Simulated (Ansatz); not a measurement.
# G0W0 on several functionals: TaAgO3 (R3c), part 2 of 2

One-shot GW is not self-consistent; how far does the start matter for TaAgO3 (R3c)?

Ansatz 0.2.0; G0W0 on several functionals, plane waves, PAW. Known limits of the many-body steps: not at the basis limit; d shell near the gap, gap tends to lie low; no spin-orbit coupling.

So far. Step 2 (G0W0 on LDA): The gap on the mesh goes from 1.87 eV to 3.41 eV, a correction of +1.54 eV, though a band edge has moved to another state.

In doubt: masses and optical values from hybrid runs of this build are listed as unsure (steps 3, 4), which bears on the screening that GW takes from such a start; one-shot GW on d or f shells is unsure, so the values of those runs are not to be relied on.

## (3) G0W0 on HSE06

The same correction from a different start measures what one shot leaves open.

This step: G0W0 on HSE06, plane waves, PAW.

input.yaml

```yaml
crystal:
  lattice:
    - [2.76405, 1.5958250116, 4.5719666667]
    - [-2.76405, 1.5958250116, 4.5719666667]
    - [0.0, -3.1916500231, 4.5719666667]
  atoms:
    - { symbol: Ta, position: [-0.0026385787, -0.0026385787, -0.0026385787] }
    - { symbol: Ta, position: [0.4973614213, 0.4973614213, 0.4973614213] }
    - { symbol: Ag, position: [0.249001027, 0.249001027, 0.249001027] }
    - { symbol: Ag, position: [0.749001027, 0.749001027, 0.749001027] }
    - { symbol: O, position: [0.8177770211, 0.6856263691, 0.2524341615] }
    - { symbol: O, position: [0.2524341615, 0.8177770211, 0.6856263691] }
    - { symbol: O, position: [0.6856263691, 0.2524341615, 0.8177770211] }
    - { symbol: O, position: [0.7524341615, 0.1856263691, 0.3177770211] }
    - { symbol: O, position: [0.1856263691, 0.3177770211, 0.7524341615] }
    - { symbol: O, position: [0.3177770211, 0.7524341615, 0.1856263691] }
kpoints:
  mp_grid: { grid: [4, 4, 4] }
hamiltonian:
  xc: hse06
  pseudopotentials: { kind: paw, source: ansatz }
scf:
  occupations: { method: fixed }
gw:
  n_empty_bands: 719
  ecut_chi: 190.0
  qp_bands: [v3, c3]
  qp_kpoints: band_edges
  screening: { model: contour_deformation }
```

Command:

```bash
ansatz run input.yaml --threads 4 --pin off --max-ram 138240MiB --backend cuda --events-out ev --progress --plain --runs-dir out --devices 1 --max-vram 26GiB
```

Numbers of over 12 decimals in the logs are rounded to 6 here.

What it wrote:

```text
GPUs: using 1 of 1 available (devices: 1).
[...]
davidson cushion auto → on  (no smearing: the cushion is to keep the highest requested band from converging to the state above it; pin scf.eigensolver.cushion to override)
[...]
GPU FFT provider: cuFFT
GPU libraries: cuBLAS 13.8.2, cuFFT 12.4.0, cuSOLVER 12.3.4
Crystal: 10 atoms, lattice volume = 121.000 Å³
Basis set: ecut = 930 eV, 7793 PW (Γ)
Bands: 77, of which v1, the nominal top of the filled ones, is band 64 counted from 1 (63 counted from 0)
Symmetry: 6 space group operations
[...]
k-points: 13 of 64 (time reversal used)
[...]
GPU buffer pool allocated for 262144 grid points (all kernels)
[...]
SCF iter   1: F=—  HF=-52184.817574 eV  |F-HF|=—  |Δ(HF+E_count)|=         —  Δρ=6.95e-2  dr2=3.68e0  ethr=1.00e-1  ⟨swp⟩=5.2  Hψ=2796  notcnv=0
[...]
SCF iter   6: F=-52183.868111 eV  HF=-52183.868110 eV  |F-HF|=1.70e-6  |Δ(HF+E_count)|=   5.77e-4  Δρ=7.79e-4  dr2=3.93e-4  ethr=2.39e-6  ⟨swp⟩=3.0  Hψ=2773  notcnv=0
SCF 1 stopped early in 6 iterations: F = -52183.868111 eV  dr2 = 3.93e-4
[...]
GPU FFT provider: cuFFT
GPU libraries: cuBLAS 13.8.2, cuFFT 12.4.0, cuSOLVER 12.3.4
[...]
GPU buffer pool allocated for 262144 grid points (all kernels)
[...]
Frozen-core exchange: fock
[...]
Internal energy: -52190.104316 eV  (E = F + TS)
E sigma→0 (E₀):  -52190.104316 eV
Fermi energy:    12.212098 eV
[...]
--- Band table (eV; the first three rows and the last of 13) ---
  k-point 0: bands = [... 60 lower, 11.4797, 11.6516, 12.1293, 12.1293, 15.8175, 15.8443, 15.8443, 16.3871, ... 2 higher]
  k-point 1: bands = [... 60 lower, 11.5061, 11.9318, 12.0068, 12.1573, 16.3123, 16.4250, 16.5369, 17.5177, ... 2 higher]
  k-point 2: bands = [... 60 lower, 11.8837, 11.8837, 12.1635, 12.1635, 17.3635, 17.3635, 17.8049, 17.8049, ... 2 higher]
  k-point 12: bands = [... 60 lower, 11.9266, 11.9266, 11.9266, 11.9266, 17.2976, 17.2976, 18.0522, 18.0522, ... 2 higher]
  guard bands above this table: 7 of the run's 77 bands. The solve was not asked for them (output.publish_guard_bands: true or output.eigenvalues: true publishes all)
[...]
0    62     11.6516   -29.1930     4.0691   -24.9901  0.7787    11.5176    11.5179  root
     0    63     12.1293   -29.3824     4.1505   -25.2202  0.7747    12.1176    12.1176  root
     0    64     12.1293   -29.3824     4.1505   -25.2202  0.7747    12.1176    12.1176  root
     0    65     15.8175   -13.1225    -4.5714   -17.9430  0.8216    16.0671    16.0666  root
     0    66     15.8443   -13.5599    -4.6107   -18.4308  0.8199    16.1051    16.1045  root
     0    67     15.8443   -13.5599    -4.6107   -18.4308  0.8199    16.1051    16.1045  root
     1    62     11.9318   -29.8788     4.1243   -25.6685  0.7782    11.8457    11.8459  root
     1    63     12.0068   -30.2667     4.1646   -26.0227  0.7784    11.9273    11.9274  root
[...]
12    64     11.9266   -31.3105     4.2352   -26.9624  0.7805    11.8136    11.8138  root
    12    65     17.2976   -11.8343    -4.9423   -16.9836  0.8143    17.5050    17.5045  root
    12    66     17.2976   -11.8343    -4.9423   -16.9836  0.8143    17.5050    17.5045  root
    12    67     18.0522   -14.4668    -5.0251   -19.8078  0.7911    18.3693    18.3680  root
[key lines of the parts left out:]
Free energy (F): -52190.104316 eV
```

It took 5.3 min on 1 × NVIDIA H100 80GB HBM3 (shared by 3 runs) with 4 threads of AMD EPYC 7R13 (Zen 3), shared host; peak memory 5 GiB.

This step gave:

```
bands summed                                 : 783
RPA ε∞ on this mesh (eigenvalues)            : 4.637, 4.734, 4.734
plane waves in the screening matrix          : 725
q-points in the mesh                         : 64
G0W0 gap on the mesh                         : 3.799 eV
k of the valence top                         : 0, 0, 0
k of the conduction bottom                   : 0, -0.5, -0.5
starting gap on the mesh                     : 3.456 eV
Z at the valence top                         : 0.7747
Z at the conduction bottom                   : 0.8217
least direct G0W0 gap on the computed points : 3.934 eV
```

Against the run with 4×4×4 mesh, 719 empty bands, screening to 190 eV, hard PAW files on LDA, the gap moves by +0.39 eV, while the start moved by +1.59 eV.

## (4) G0W0 on PBE0

This step: G0W0 on PBE0, plane waves, PAW.

Changes to input.yaml since step 3:

```diff
@@ -19,3 +19,3 @@
 hamiltonian:
-  xc: hse06
+  xc: pbe0
   pseudopotentials: { kind: paw, source: ansatz }
```

What it wrote:

```text
GPUs: using 1 of 1 available (devices: 1).
[...]
GPU FFT provider: cuFFT
GPU libraries: cuBLAS 13.8.2, cuFFT 12.4.0, cuSOLVER 12.3.4
Crystal: 10 atoms, lattice volume = 121.000 Å³
Basis set: ecut = 930 eV, 7793 PW (Γ)
Bands: 77, of which v1, the nominal top of the filled ones, is band 64 counted from 1 (63 counted from 0)
Symmetry: 6 space group operations
[...]
k-points: 13 of 64 (time reversal used)
[...]
1    62     11.5348   -29.8659     3.9832   -26.0540  0.7913    11.7059    11.7062  root
     1    63     11.6102   -30.2497     4.0232   -26.4040  0.7914    11.7875    11.7879  root
[...]
12    64     11.5356   -31.2770     4.0902   -27.3223  0.7934    11.6709    11.6711  root
    12    65     17.6642   -11.7806    -4.8187   -16.5450  0.8264    17.6099    17.6099  root
    12    66     17.6642   -11.7806    -4.8187   -16.5450  0.8264    17.6099    17.6099  root
    12    67     18.4405   -14.4419    -4.8889   -19.3788  0.8053    18.4886    18.4886  root
[key lines of the parts left out:]
Free energy (F): -52184.750425 eV
Fermi energy:    11.821529 eV
```

It took 4.7 min on 1 × NVIDIA H100 80GB HBM3 (shared by 3 runs) with 4 threads; peak memory 4.9 GiB.

This step gave:

* bands summed: 783
* RPA ε∞ on this mesh (eigenvalues): 4.315, 4.403, 4.403
* plane waves in the screening matrix: 725
* G0W0 gap on the mesh: 4.024 eV
* k of the valence top: 0, 0, 0
* k of the conduction bottom: 0, -0.5, -0.5
* starting gap on the mesh: 4.204 eV
* least direct G0W0 gap on the computed points: 4.165 eV

Against the run with 4×4×4 mesh, 719 empty bands, screening to 190 eV, hard PAW files on HSE06, the gap moves by +0.22 eV, while the start moved by +0.75 eV.

## (5) Side by side

All on the 4×4×4 mesh with 719 empty bands and screening to 190 eV. Times are wall times on 1 × NVIDIA H100 80GB HBM3 (shared by 3 runs) with 4 threads of AMD EPYC 7R13 (Zen 3), shared host, good to a factor of about two.

```
start  starting gap (eV)  shift (eV)  G0W0 gap (eV)  RPA ε∞ (harmonic mean)  Z (valence, conduction)     time
  LDA               1.87       +1.54           3.41                    6.90               0.73, 0.79    2 min
HSE06               3.46       +0.34           3.80                    4.70               0.77, 0.82  5.3 min
 PBE0               4.20       −0.18           4.02                    4.37               0.79, 0.83  4.7 min
```

How the two edges are built up, in eV (the quasiparticle level is the starting level plus Σx plus Σc less Vxc):

```
  run               edge  start      Σx     Σc     Vxc     Z     QP
  LDA        valence top  12.85  -29.50   4.59  -24.36  0.73  12.29
  LDA  conduction bottom  14.85  -13.17  -4.94  -18.96  0.79  15.70
HSE06        valence top  12.13  -29.38   4.15  -25.22  0.77  12.12
HSE06  conduction bottom  15.67  -12.66  -4.71  -17.61  0.82  15.92
 PBE0        valence top  11.73  -29.37   4.01  -25.61  0.79  11.98
 PBE0  conduction bottom  16.03  -12.63  -4.60  -17.21  0.83  16.01
```

For a hybrid start, Vxc holds its share of exact exchange. Where G0W0 reorders the edges (LDA, HSE06 and PBE0), the two states listed lie further apart at the start than the starting gap.

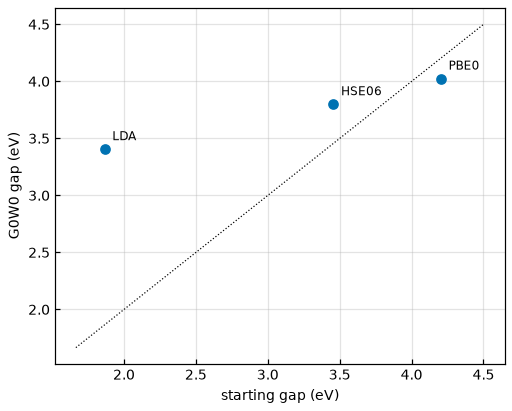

G0W0 gap against starting gap; on the dotted line the correction would vanish.

## (6) What came out

```yaml
g0w0_lda: 3.41 eV (start 1.87 eV)
g0w0_hse06: 3.80 eV (start 3.46 eV)
g0w0_pbe0: 4.02 eV (start 4.20 eV)
known_limits: not at the basis limit; d shell near the gap, gap tends to lie low; no spin-orbit coupling
```

**Reading.** The starting gaps span 2.34 eV and the G0W0 gaps 0.62 eV. Between LDA and PBE0, 0.62 eV of the 2.34 eV survives, 26 %. PBE0 screens less than LDA (ε∞ 4.37 against 6.90). Of the 0.62 eV by which its G0W0 gap is higher, the correlation part gives +0.92 eV, and exchange with the one-particle terms, which follow the orbitals, −0.30 eV. On PBE0 the correction is negative: that start lies above its own G0W0 value. The smallest correction, −0.18 eV, is on PBE0, the start nearest to reproducing itself. Bands and cutoff are finite, so the gap is not at the basis limit. The miss can reach some tenths of an eV and take either sign; the mesh is an error of its own. A d shell, filled or nearly so, lies near the gap. One-shot GW converges very slowly in bands there, not always from below, and on a semilocal start the gap tends to come out low; starts rich in exact exchange can overshoot instead. The many-body steps are scalar-relativistic: spin-orbit coupling is not in them.

[Paths, hosts, dates, memory and timing lines, banners, echoed tables and standing remarks are left out of the program output.]

[Logs are printed without paths, hosts, clocks, repeated set-up lines and the standing remarks that a program may print on its own settings, such as how far it seeks lower states.]

[Runs of the session that timed out or met a known fault of the program may be left out.]

[Cells called generated may have been cut or substituted from an entry of the Crystallography Open Database or the Materials Project.]

[Hosts, paths, dates, database ids (printed as entryN), source tags and the programs' standing remarks are cut or masked in the printed files.]
